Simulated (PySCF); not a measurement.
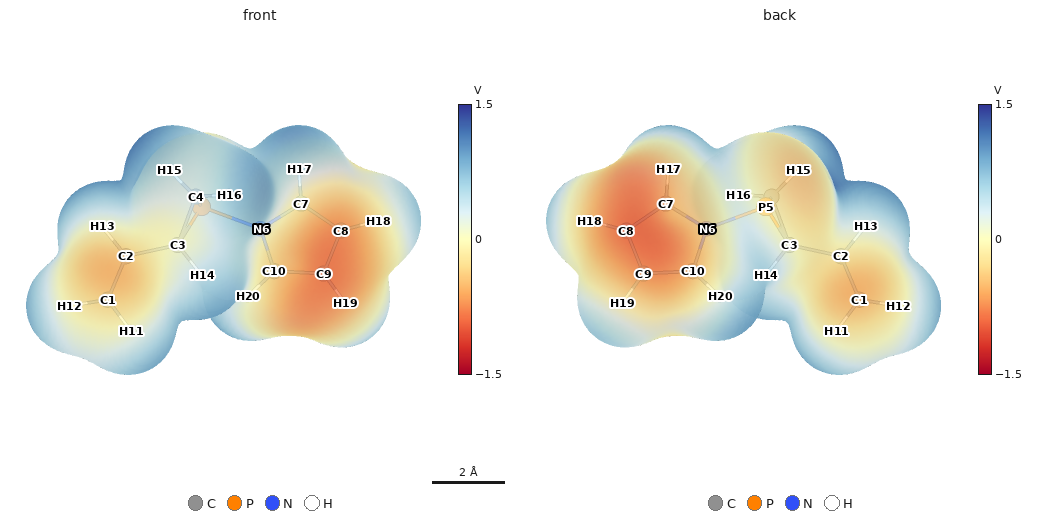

The picture shows: C₈H₁₀NP. The molecular electrostatic potential painted on the density surface at 0.002 e/bohr³, seen from the front and from behind; the colour scale runs from red (negative) to blue (positive).

Geometry: PBE0-D3(BJ)/def2-SVP.

Level of theory: B3LYP/def2-SVPD, SCF density, gas phase (PySCF 2.14.0).

```xyz
20

C     3.7645    0.6614    0.0100
C     2.9385   -0.1776   -0.6216
C     1.5560   -0.4634   -0.2055
C     0.9344   -1.7927   -0.4677
P     0.2106   -0.4678   -1.5390
N    -1.1574   -0.0142   -0.5290
C    -2.2204   -0.8223   -0.1904
C    -3.1669   -0.0527    0.4470
C    -2.6686    1.2798    0.4886
C    -1.4369    1.2727   -0.1256
H     3.4530    1.2028    0.9086
H     4.7814    0.8330   -0.3499
H     3.2948   -0.7038   -1.5165
H     1.2244    0.0479    0.7043
H     1.5346   -2.5331   -1.0074
H     0.2880   -2.2201    0.3036
H    -2.2140   -1.8831   -0.4335
H    -4.1148   -0.4101    0.8454
H    -3.1565    2.1481    0.9276
H    -0.7268    2.0778   -0.3058
```

### Describe the electrostatic potential map.

The most negative region (about −0.9 V, or −21 kcal/mol for a unit charge) lies over the π face of C8 and C9, the most positive (about +1.1 V, or +25 kcal/mol for a unit charge) over C4, P5, H13 and H15.

### What dipole moment does the calculation give?

Its dipole moment is 1.65 D.
